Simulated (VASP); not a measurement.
**Rhodium: structure and properties in VASP**

What structure does Rhodium take at this level, and what are its properties? The steps: full relaxation (r2SCAN), single point with fields (r2SCAN), bands along the symmetry lines (r2SCAN), density of states (r2SCAN), volume scan with r2SCAN, fit for r2SCAN and optical spectrum (r2SCAN). The start is a cell from a database of measured crystal structures.

Calculated with VASP 6.6.1; r2SCAN; plane waves and PAW (Rh_pv).

The database entry behind the starting cell differs from later determinations by our own check (an axis about 0.2 % short against later determinations), so it need not match the best structure at ambient conditions.

### Step 1. The structure

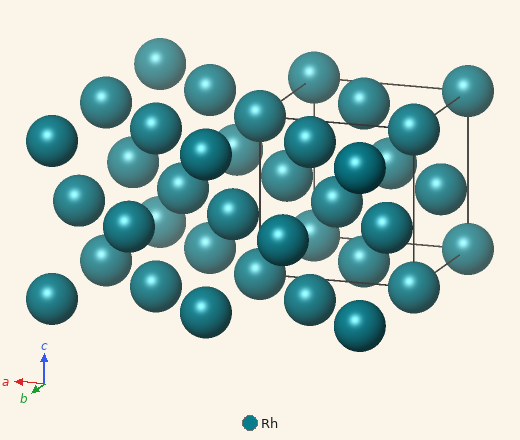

The cell as given, from a free direction (rhodium blue). 2×2×1 cells are drawn. This picture shows the conventional cell, with its axes. Some periodic images of atoms are drawn too.

### Step 2. Full relaxation (r2SCAN)

Properties are meant for the cell that this level of theory prefers, so cell and atoms are relaxed first (ISIF = 3) until forces and stress are small; EDIFFG sets the threshold. r2SCAN adds the kinetic-energy density, costs more than a GGA and is run with LASPH.

The input, INCAR:

```
SYSTEM = Rh
PREC = Accurate
ENCUT = 400
EDIFF = 1E-06
NELM = 100
ISMEAR = 1
SIGMA = 0.2
LREAL = .FALSE.
ALGO = Normal
METAGGA = R2SCAN
LASPH = .TRUE.
NBANDS = 13
LORBIT = 11
LWAVE = .FALSE.
LCHARG = .FALSE.
KPAR = 2
IBRION = 2
NSW = 60
ISIF = 3
EDIFFG = -0.01
```

The input, POSCAR:

```
Rh
1.0
    0.0000000000      1.8978500000      1.8978500000
    1.8978500000      0.0000000000      1.8978500000
    1.8978500000      1.8978500000      0.0000000000
Rh
1
Direct
    0.0000000000      0.0000000000      0.0000000000
```

The input, KPOINTS:

```
Automatic mesh
0
Gamma
12 12 12
0 0 0
```

Potentials, in the order of the species: Rh_pv (PBE family, release 64).

Started as:

```console
> mpirun -np 2 vasp_std
```

What it wrote:

```text
[banner, memory and clock lines left out]
running    2 mpi-ranks, on    1 nodes
 distrk:  each k-point on    1 cores,    2 groups
 distr:  one band on    1 cores,    1 groups

 POSCAR found type information on POSCAR Rh
 POSCAR found :  1 types and       1 ions
|                                                                             |
|               ----> ADVICE to this user running VASP <----                  |
|                                                                             |
|     You enforced a specific xc type in the INCAR file but a different       |
|     [... a line on the potential file left out ...]
|     I HOPE YOU KNOW WHAT YOU ARE DOING!                                     |
|                                                                             |

 LDA part: xc-table for (None), standard interpolation
 POSCAR, INCAR and KPOINTS ok, starting setup
 FFT: planning ... GRIDC
 FFT: planning ... GRID_SOFT
 FFT: planning ... GRID
 WAVECAR not read
 entering main loop
       N       E                     dE             d eps       ncg     rms          rms(c)
DAV:   1     0.852029776944E+02    0.85203E+02   -0.80679E+03  1885   0.105E+03
DAV:   2    -0.278067424701E+02   -0.11301E+03   -0.10777E+03  2027   0.327E+02
DAV:   3    -0.291202290455E+02   -0.13135E+01   -0.13119E+01  2257   0.404E+01
DAV:   4    -0.291253443968E+02   -0.51154E-02   -0.51145E-02  2122   0.260E+00
DAV:   5    -0.291253865257E+02   -0.42129E-04   -0.42127E-04  2212   0.210E-01    0.129E+01
DAV:   6    -0.241377375316E+02    0.49876E+01   -0.43001E+00  1887   0.291E+01    0.259E+00
DAV:   7    -0.241382118775E+02   -0.47435E-03   -0.57996E-02  1952   0.345E+00    0.173E+00
DAV:   8    -0.241367126421E+02    0.14992E-02   -0.43227E-03  1967   0.836E-01    0.357E-01
DAV:   9    -0.241367848599E+02   -0.72218E-04   -0.71418E-04  1982   0.330E-01    0.269E-02
DAV:  10    -0.241368262118E+02   -0.41352E-04   -0.13008E-04  2002   0.144E-01    0.360E-02
DAV:  11    -0.241368142026E+02    0.12009E-04   -0.12481E-05  1917   0.489E-02    0.100E-03
DAV:  12    -0.241368142040E+02   -0.13952E-08   -0.22014E-07  1071   0.580E-03
   1 F= -.24136814E+02 E0= -.24137852E+02  d E =-.241368E+02
 curvature:   0.00 expect dE= 0.000E+00 dE for cont linesearch  0.000E+00
 trial: gam= 0.00000 g(F)=  0.000E+00 g(S)=  0.660E-03 ort = 0.000E+00 (trialstep = 0.100E+01)
 search vector abs. value=  0.660E-03
 bond charge predicted
       N       E                     dE             d eps       ncg     rms          rms(c)
DAV:   1    -0.241670733905E+02   -0.30259E-01   -0.38288E-01  1872   0.944E+00    0.121E+00
DAV:   2    -0.241360031188E+02    0.31070E-01   -0.60093E-02  1872   0.351E+00    0.225E-01
DAV:   3    -0.241361308418E+02   -0.12772E-03   -0.61731E-04  1927   0.269E-01    0.141E-01
DAV:   4    -0.241362711958E+02   -0.14035E-03   -0.89219E-05  1927   0.114E-01    0.265E-02
DAV:   5    -0.241362696542E+02    0.15416E-05   -0.19713E-05  2062   0.588E-02    0.106E-02
DAV:   6    -0.241362729654E+02   -0.33112E-05   -0.35956E-06  1902   0.238E-02    0.304E-03
DAV:   7    -0.241362734609E+02   -0.49550E-06   -0.16018E-07   941   0.579E-03
   2 F= -.24136273E+02 E0= -.24137327E+02  d E =0.540743E-03
 trial-energy change:    0.000541  1 .order    0.000536   -0.000660    0.001732
 step:   0.2736(harm=  0.2761)  dis= 0.00000  next Energy=   -24.136904 (dE=-0.902E-04)
 bond charge predicted
       N       E                     dE             d eps       ncg     rms          rms(c)
DAV:   1    -0.241524773317E+02   -0.16204E-01   -0.20036E-01  1872   0.679E+00    0.879E-01
DAV:   2    -0.241368504763E+02    0.15627E-01   -0.28584E-02  1872   0.245E+00    0.147E-01
DAV:   3    -0.241368477559E+02    0.27204E-05   -0.51829E-04  1937   0.267E-01    0.868E-02
DAV:   4    -0.241369083631E+02   -0.60607E-04   -0.46927E-05  1922   0.814E-02    0.194E-02
DAV:   5    -0.241369073476E+02    0.10155E-05   -0.13821E-05  2067   0.495E-02    0.630E-03
DAV:   6    -0.241369041125E+02    0.32351E-05   -0.44490E-07  1236   0.754E-03    0.528E-04
DAV:   7    -0.241369042130E+02   -0.10051E-06   -0.12319E-08   936   0.153E-03
   3 F= -.24136904E+02 E0= -.24137946E+02  d E =-.900091E-04
 curvature:  -0.14 expect dE=-0.122E-06 dE for cont linesearch -0.122E-06
 trial: gam=-0.03522 g(F)=  0.369E-64 g(S)=  0.883E-06 ort = 0.241E-04 (trialstep = 0.855E+00)
 search vector abs. value=  0.128E-08
 reached required accuracy - stopping structural energy minimisation
```

Wall time 22 s (2 MPI ranks of Intel Xeon 6975P-C (Granite Rapids), shared host); peak memory 0.23 GiB; 42 s of CPU time.

Lines that name or quote the potential files are left out of all logs, and their timing lines are given in words.

Parts of OUTCAR (step 2):

```text
ion  position               nearest neighbor table
   1  0.000  0.000  0.000-

  LATTYP: Found a face centered cubic cell.
 ALAT       =     3.7957000000

 Subroutine GETGRP returns: Found 48 space group operations
 (whereof 48 operations were pure point group operations)

The static configuration has the point symmetry O_h .

 Found     72 irreducible k-points:

   k-points           NKPTS =     72   k-points in BZ     NKDIM =     72   number of bands    NBANDS=     13

   dimension x,y,z NGX =    18 NGY =   18 NGZ =   18
   dimension x,y,z NGXF=    36 NGYF=   36 NGZF=   36

   ENCUT  =  400.0 eV  29.40 Ry    5.42 a.u.   4.38  4.38  4.38*2*pi/ulx,y,z

   NELECT =      15.0000    total number of electrons

 k-points in reciprocal lattice and weights: Automatic mesh
   0.00000000  0.00000000  0.00000000       0.001
   0.08333333  0.00000000  0.00000000       0.005
   0.16666667  0.00000000  0.00000000       0.005
   0.25000000  0.00000000  0.00000000       0.005
   0.33333333  0.00000000  0.00000000       0.005
   0.41666667  0.00000000  0.00000000       0.005
   0.50000000  0.00000000  0.00000000       0.002
   0.08333333  0.08333333  0.00000000       0.003
   0.16666667  0.08333333  0.00000000       0.014
[...]
-0.33333333  0.50000000  0.16666667       0.007
  -0.25000000  0.50000000  0.25000000       0.003

 average (electrostatic) potential at core
       1 -75.8871

 E-fermi :  11.8035

 k-point     1 :       0.0000    0.0000    0.0000
  band No.  band energies     occupation
    ...
      5       8.5872      2.00000
      6       8.5872      2.00000
      7       8.5872      2.00000
      8      10.6970      2.00000
      9      10.6970      2.00000
     10      28.5049      0.00000
     11      29.1367      0.00000
     12      34.2721      0.00000
     13      34.2721      0.00000

 k-point     2 :       0.0833    0.0000    0.0000
  band No.  band energies     occupation
    ...
      5       8.4631      2.00000
      6       8.6975      2.00000
      7       8.6975      2.00000
      8      10.6389      2.00000
      9      10.6389      2.00000
     10      28.9130      0.00000
     11      29.1366      0.00000
     12      32.8445      0.00000
     13      34.6915      0.00000

 k-point     3 :       0.1667    0.0000    0.0000
  band No.  band energies     occupation
    ...
      5       8.2471      2.00000
      6       8.9173      2.00000
      7       8.9173      2.00000
      8      10.5948      2.00000
      9      10.5949      2.00000
     10      29.1362      0.00000
     11      29.7494      0.00000
     12      30.4111      0.00000
     13      35.8533      0.00000

  Total        0.0024694      0.0024694      0.0024694      0.0000000     -0.0000000      0.0000000
  in kB        0.2886212      0.2886212      0.2886212      0.0000000     -0.0000000      0.0000000
  external PRESSURE =       0.2886212 kB  Pullay stress =       0.0000000 kB

  energy-cutoff  :      400.00
  volume of cell :       13.71
      direct lattice vectors                 reciprocal lattice vectors
     0.000000000  1.899541991  1.899541991    -0.263221346  0.263221346  0.263221346
     1.899541991  0.000000000  1.899541991     0.263221346 -0.263221346  0.263221346
     1.899541991  1.899541991  0.000000000     0.263221346  0.263221346 -0.263221346

 POSITION                                       TOTAL-FORCE (eV/Angst)
 -----------------------------------------------------------------------------------
      0.00000      0.00000      0.00000        -0.000000      0.000000      0.000000
 -----------------------------------------------------------------------------------
    total drift:                               -0.000000      0.000000     -0.000000

  FREE ENERGIE OF THE ION-ELECTRON SYSTEM (eV)
  ---------------------------------------------------
  free  energy   TOTEN  =       -24.1369042130 eV

  energy  without entropy=      -24.1400309802  energy(sigma->0) =      -24.13794647

 reached required accuracy - stopping structural energy minimisation

 total charge
# of ion       s       p       d       tot
------------------------------------------
    1        0.431   6.304   7.086  13.821

[... 3 further parts left out ...]
```

CONTCAR:

```
Rh
   1.00000000000000
     0.0000000000000000    1.8995419912497125    1.8995419912497125
     1.8995419912497125    0.0000000000000000    1.8995419912497125
     1.8995419912497125    1.8995419912497125    0.0000000000000000
  Rh
     1
Direct
     0.0000000000000000    0.0000000000000000    0.0000000000000000
```

This run has no spin polarisation. Its electron count is odd, so without a moment it is a metal by construction. The PAW data sets were made with PBE, which is usual practice but a small mismatch for other functionals. The run keeps the 48 symmetry operations of its start, so it cannot find a distortion of lower symmetry.

Little changed from the start: no atom moved by 0.005 Å and no cell edge by 0.1 %.

This step gave:

```
electrons                       : 15
bands                           : 13
irreducible k-points            : 72
symmetry operations             : 48
free energy (TOTEN)             : -24.14 eV
energy at zero smearing         : -24.14 eV
Fermi energy                    : 11.80 eV
pressure                        : 0.02886 GPa
metallic                        : yes
SCF cycles over all ionic steps : 26
```

It ends with forces that vanish by symmetry and a pressure of 0.03 GPa. The volume lies +0.3 % from that of the database's start.

### Step 3. Single point with fields (r2SCAN)

The relaxed cell gets a fresh self-consistent run, on a basis set for its own volume, to fix the density and to check the remaining stress.

Changes to INCAR since step 2:

```diff
@@ -14,7 +14,5 @@
 LWAVE = .FALSE.
-LCHARG = .FALSE.
-KPAR = 2
-IBRION = 2
-NSW = 60
-ISIF = 3
-EDIFFG = -0.01
+LCHARG = .TRUE.
+ISIF = 2
+LELF = .TRUE.
+LVHAR = .TRUE.
```

The input, POSCAR:

```
Rh
1.0
    0.0000000000      1.8995419912      1.8995419912
    1.8995419912      0.0000000000      1.8995419912
    1.8995419912      1.8995419912      0.0000000000
Rh
1
Direct
    0.0000000000      0.0000000000      0.0000000000
```

KPOINTS is that of step 2.

Started as:

```console
> mpirun -np 2 vasp_std
```

What it wrote:

```text
[banner, memory and clock lines left out]
running    2 mpi-ranks, on    1 nodes
 distrk:  each k-point on    2 cores,    1 groups
 distr:  one band on    1 cores,    2 groups

 POSCAR found type information on POSCAR Rh
 POSCAR found :  1 types and       1 ions
 [... a notice as in an earlier step ...]

 LDA part: xc-table for (None), standard interpolation
|                                                                             |
|           W    W    AA    RRRRR   N    N  II  N    N   GGGG   !!!           |
|           W    W   A  A   R    R  NN   N  II  NN   N  G    G  !!!           |
|           W    W  A    A  R    R  N N  N  II  N N  N  G       !!!           |
|           W WW W  AAAAAA  RRRRR   N  N N  II  N  N N  G  GGG   !            |
|           WW  WW  A    A  R   R   N   NN  II  N   NN  G    G                |
|           W    W  A    A  R    R  N    N  II  N    N   GGGG   !!!           |
|                                                                             |
|     The number of bands has been changed from the values supplied in        |
|     The orbitals not found in the WAVECAR file will be initialized with     |
|     random numbers, which is usually adequate. For correlated               |
|     calculations, however, you should redo the groundstate calculation.     |
|     I found NBANDS = 13. Now, NBANDS = 14.                                  |
|                                                                             |

 POSCAR, INCAR and KPOINTS ok, starting setup
 FFT: planning ... GRIDC
 FFT: planning ... GRID_SOFT
 FFT: planning ... GRID
 WAVECAR not read
 entering main loop
       N       E                     dE             d eps       ncg     rms          rms(c)
DAV:   1     0.825773858026E+02    0.82577E+02   -0.76590E+03  2046   0.969E+02
DAV:   2    -0.278147904918E+02   -0.11039E+03   -0.10568E+03  2262   0.308E+02
DAV:   3    -0.291225736140E+02   -0.13078E+01   -0.13067E+01  2322   0.380E+01
DAV:   4    -0.291272705600E+02   -0.46969E-02   -0.46969E-02  2244   0.231E+00
DAV:   5    -0.291273091021E+02   -0.38542E-04   -0.38543E-04  2292   0.183E-01    0.129E+01
DAV:   6    -0.241380490069E+02    0.49893E+01   -0.38122E+00  2034   0.271E+01    0.258E+00
DAV:   7    -0.241384816316E+02   -0.43262E-03   -0.53753E-02  2148   0.323E+00    0.172E+00
DAV:   8    -0.241369575779E+02    0.15241E-02   -0.39102E-03  2214   0.760E-01    0.358E-01
DAV:   9    -0.241370497477E+02   -0.92170E-04   -0.68101E-04  2190   0.305E-01    0.276E-02
DAV:  10    -0.241370920988E+02   -0.42351E-04   -0.12134E-04  2220   0.133E-01    0.359E-02
DAV:  11    -0.241370803216E+02    0.11777E-04   -0.10954E-05  2052   0.453E-02    0.106E-03
DAV:  12    -0.241370802830E+02    0.38639E-07   -0.21482E-07  1122   0.559E-03
   1 F= -.24137080E+02 E0= -.24138123E+02  d E =0.312701E-02
```

Run time: 11 s. Hardware: 2 MPI ranks; peak memory 0.2 GiB.

From OUTCAR (step 3):

```text
  LATTYP: Found a face centered cubic cell.
 ALAT       =     3.7990839824

The static configuration has the point symmetry O_h .

 Found     72 irreducible k-points:

   k-points           NKPTS =     72   k-points in BZ     NKDIM =     72   number of bands    NBANDS=     14

   NELECT =      15.0000    total number of electrons

 E-fermi :  11.8036

 k-point     1 :       0.0000    0.0000    0.0000
  band No.  band energies     occupation
    ...
      5       8.5873      2.00000
      6       8.5873      2.00000
      7       8.5873      2.00000
      8      10.6971      2.00000
      9      10.6971      2.00000
     10      28.5050      0.00000
     11      29.1372      0.00000
     12      34.2721      0.00000
     13      34.2721      0.00000
     14      34.2721      0.00000

 k-point     2 :       0.0833    0.0000    0.0000
  band No.  band energies     occupation
    ...
      5       8.4632      2.00000
      6       8.6976      2.00000
      7       8.6976      2.00000
      8      10.6390      2.00000
      9      10.6390      2.00000
     10      28.9132      0.00000
     11      29.1371      0.00000
     12      32.8446      0.00000
     13      34.6915      0.00000
     14      34.6915      0.00000

  Total        0.0003386      0.0003386      0.0003386      0.0000000      0.0000000      0.0000000
  in kB        0.0395729      0.0395729      0.0395729      0.0000000      0.0000000      0.0000000
  external PRESSURE =       0.0395729 kB  Pullay stress =       0.0000000 kB

 POSITION                                       TOTAL-FORCE (eV/Angst)
 -----------------------------------------------------------------------------------
      0.00000      0.00000      0.00000         0.000000      0.000000     -0.000000
 -----------------------------------------------------------------------------------
    total drift:                                0.000000      0.000000      0.000000

  FREE ENERGIE OF THE ION-ELECTRON SYSTEM (eV)
  ---------------------------------------------------
  free  energy   TOTEN  =       -24.1370802830 eV

  energy  without entropy=      -24.1402072885  energy(sigma->0) =      -24.13812262

[... 7 parts as in an earlier step ...]

[... 5 further parts left out ...]
```

Numbers from this step:

| Item | Value |
| --- | --- |
| SCF cycles | 12 |
| bands | 14 |
| pressure | 0.003957 GPa |

Valence electrons inside each PAW sphere by angular momentum. Sphere charges, by row:

| atom | s (e) | p (e) | d (e) | tot (e) |
| --- | --- | --- | --- | --- |
| Rh1 | 0.431 | 6.304 | 7.086 | 13.82 |

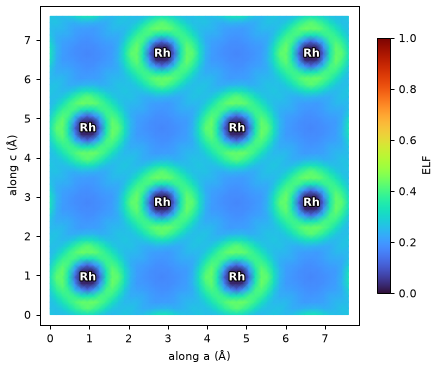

ELF in the ac plane of the conventional cell at fractional y = 0.000, with atoms of Rh within 0.2 Å of it. It is the smooth field of the valence electrons, not physical close to the nuclei. The map starts off the cell's origin, so that atoms lie inside it.

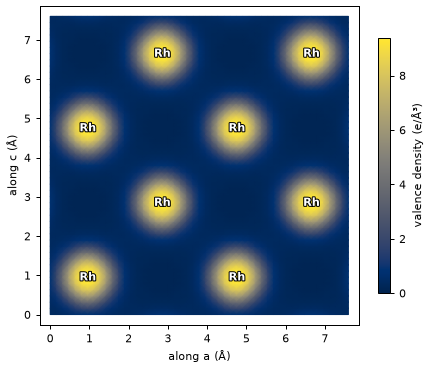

Valence density in the ac plane of the conventional cell at fractional y = 0.000, with atoms of Rh within 0.2 Å of it. It is the smooth field of the valence electrons, not physical close to the nuclei. The map starts off the cell's origin, so that atoms lie inside it.

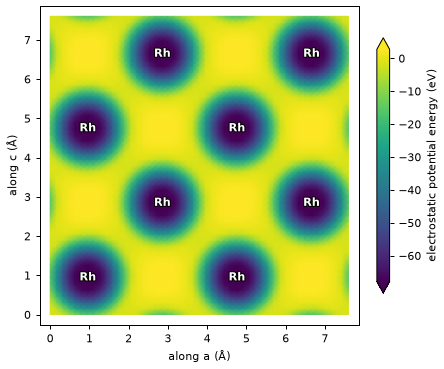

Electrostatic potential energy in the ac plane of the conventional cell at fractional y = 0.000, with atoms of Rh within 0.2 Å of it. With pseudopotentials it is smooth inside the atoms' cores, unlike the true potential. The map starts off the cell's origin, so that atoms lie inside it.

In this run the pressure is 0.00 GPa, small enough to go on.

[end of part 1 of 3]

[Lines on the potential files, build, host, timing and source positions are cut from VASP's logs without a mark.]

[Logs are printed without paths, hosts, clocks, repeated set-up lines and the standing remarks that a program may print on its own settings, such as how far it seeks lower states.]

[Hosts, paths, dates, database ids (printed as entryN), source tags and the programs' standing remarks are cut or masked in the printed files.]

[A measured line is paired with the nearest computed mode of its activity, which favours agreement.]
